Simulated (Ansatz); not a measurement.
# C4H5F: the cost of one run

Program: the Python package of Ansatz 0.2.0. Level of theory: Hartree-Fock/6-31G*. These are calculated values, not measurements.

### Step 1. The system

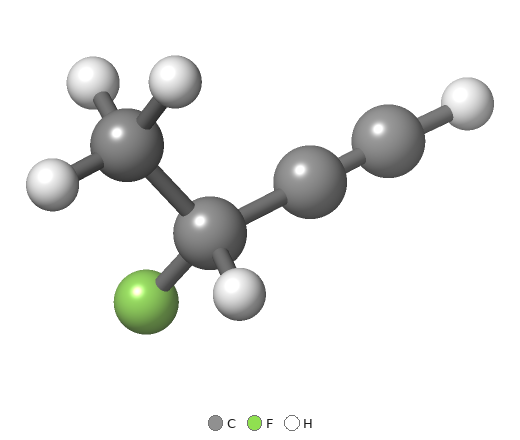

The starting structure, viewed from a chosen angle; carbon grey, fluorine green, hydrogen white.

The script holds or builds the structure itself.

### Step 2. The script

run_torsion.py

```python
"""Energy of C4H5F as one group turns about a bond."""

import ansatz as az
from ase import Atoms

atoms = Atoms(["C", "C", "C", "C", "F", "H", "H", "H", "H", "H"], positions=[
    (-1.5179, 1.6309, -0.1955),
    (-0.6136, 0.9513, -0.2963),
    (0.5269, 0.0766, -0.4216),
    (0.5567, -1.0833, 0.5507),
    (0.599, -0.4258, -1.6942),
    (-2.4171, 2.33, -0.1385),
    (1.5106, 0.6408, -0.2426),
    (1.3891, -1.7312, 0.4167),
    (0.4559, -0.7398, 1.6376),
    (-0.4065, -1.7006, 0.3866),
])

# start the scan from a relaxed geometry
first = (
    az.Crystal.molecule_from_ase(atoms).calculation()
    .basis(gaussian="6-31G*")
    .functional("hf")
    .accuracy("medium")
    .scf(lower_state_search="off")
    .relax(force_tolerance=0.02, max_steps=80)
)
atoms.positions = first.run().report["positions_ang"]

start = atoms.get_dihedral(1, 2, 3, 7)
energies = {}
for turn in range(0, 121, 20):
    turned = atoms.copy()
    turned.set_dihedral(1, 2, 3, 7, start + turn, indices=[3, 7, 8, 9])
    job = (
        az.Crystal.molecule_from_ase(turned).calculation()
        .basis(gaussian="6-31G*")
        .functional("hf")
        .accuracy("medium")
        .scf(lower_state_search="off")
    )
    energies[round((start + turn) % 360)] = job.run().report["free_energy_ev"]
floor = min(energies.values())
print("dihedral C1-C2-C3-H7 (deg)   E - E(min) (kcal/mol)")
for angle, e in sorted(energies.items()):
    print(f"{angle:8d} {23.060548 * (e - floor):14.3f}  " + "#" * int(30 * (e - floor) / max(max(energies.values()) - floor, 1e-9)))
```

### Step 3. The input behind the calls

The engine receives this input (first run):

```yaml
crystal:
  periodic: [false, false, false]
  atoms:
    - { symbol: C, position_ang: [-1.5179, 1.6309, -0.1955] }
    - { symbol: C, position_ang: [-0.6136, 0.9513, -0.2963] }
    - { symbol: C, position_ang: [0.5269, 0.0766, -0.4216] }
    - { symbol: C, position_ang: [0.5567, -1.0833, 0.5507] }
    - { symbol: F, position_ang: [0.599, -0.4258, -1.6942] }
    - { symbol: H, position_ang: [-2.4171, 2.33, -0.1385] }
    - { symbol: H, position_ang: [1.5106, 0.6408, -0.2426] }
    - { symbol: H, position_ang: [1.3891, -1.7312, 0.4167] }
    - { symbol: H, position_ang: [0.4559, -0.7398, 1.6376] }
    - { symbol: H, position_ang: [-0.4065, -1.7006, 0.3866] }
accuracy: medium
basis:
  gaussian:
    orbitals: "6-31G*"
hamiltonian:
  xc: hf
scf:
  lower_state_search: "off"
relax:
  f_tol: 0.02
  max_steps: 80
```

### Step 4. The run

Started as:

```sh
> python run_torsion.py
```

Q: Estimate wall time and peak memory on 1 thread of Arm Neoverse V2, shared host.

About 12 s, with a peak of 0.22 GiB.
